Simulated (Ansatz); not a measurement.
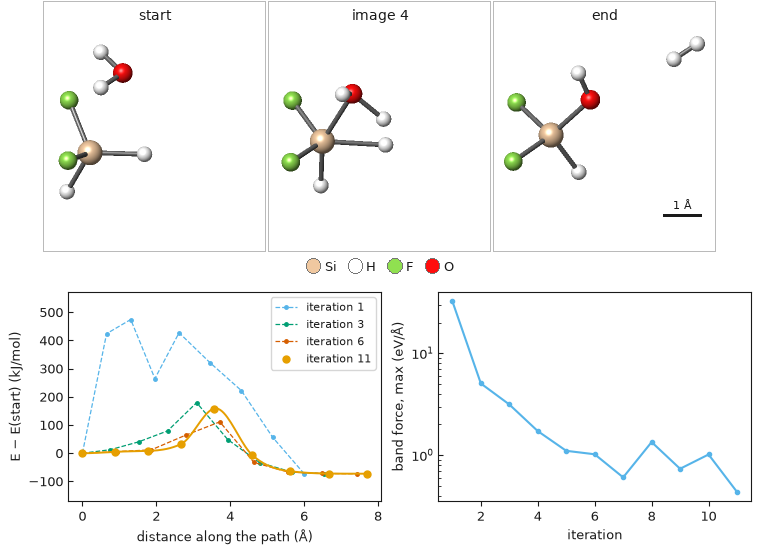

A nudged-elastic-band calculation for SiH₄OF₂, made up at the start of SiH₂F₂ and H₂O. Images are numbered from 0 (start) to 8 (end). The plot follows the band through its iterations. Style: ball-and-stick. Shown from a free direction.

All numbers below come from RKS B3LYP/def2-SVP (Ansatz). Settings: 7 movable images; climbing image; force threshold 0.5 eV/Å; iteration limit 60; starting path through a guess of the saddle point.

**Judge this run.**

The run met only a loose threshold, so the barrier can't be trusted yet. The band converged in 11 iterations. The largest component of the band force went from 32 to 0.44 eV/Å. The climbing image converged on the top of the path. Its curvatures weren't checked. The force threshold is so loose that the height of the top is at best an upper bound. The first iteration put the highest image at 474.4 kJ/mol. Forward barrier 158.3 kJ/mol, backward barrier 230.9 kJ/mol, with image 4 at the top; the reaction energy is −72.6 kJ/mol.

Limits of the set-up: the start holds two separate molecules, 2.3 Å apart at their closest, whose relative position is a soft coordinate and is computed without a dispersion correction.

Cost: 3.5 min on 1 thread of Arm Neoverse V1 (shared host), peak memory 0.15 GiB.
